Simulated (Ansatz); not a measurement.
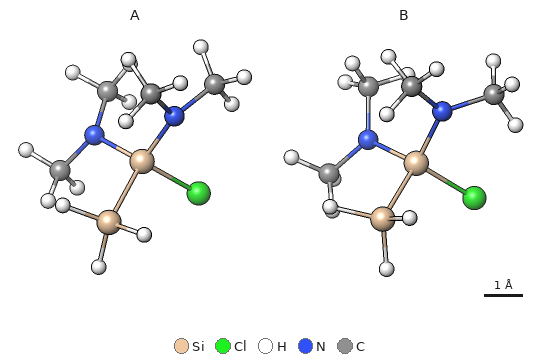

Two geometries of C4H15ClN2Si2, drawn at one scale. One is the start of a relaxation, the other its converged end. The picture is a ball-and-stick view, seen from a free direction.

Method: RKS B3LYP/STO-3G (Ansatz). Settings: no spin polarisation; force threshold 0.02 eV/Å; at most 40 steps.

### Which one is relaxed?

Structure A is the relaxed one. The run prepares the start of a later molecular dynamics calculation, from a guessed geometry. An H atom moves most after the best rigid fit: 1.52 Å. Largest moves by element: H 1.52 Å, C 0.45 Å, N 0.32 Å, Cl 0.22 Å, Si 0.21 Å. Near-neighbour distances that change, for instance: N–Si 1.819 → 1.744 Å, Si–Si 2.220 → 2.279 Å, C–N 1.470 → 1.499 Å, Cl–Si 2.130 → 2.154 Å. Bond angles that change, for instance: C–N–C 120.0° → 110.6°, C–N–C 120.0° → 113.1°, Cl–Si–N 109.5° → 103.9°. After 19 geometry steps the energy has fallen by 15.4 kcal/mol. The largest force component goes from 2.8 to 0.014 eV/Å. Cost: 6.9 min on 1 thread of Intel(R) Xeon(R) Processor @ 2.50GHz (Skylake/Cascade Lake), with other jobs on the host, peak memory 0.25 GiB.

Limits of the set-up: STO-3G is a minimal basis, so the numbers are rough.
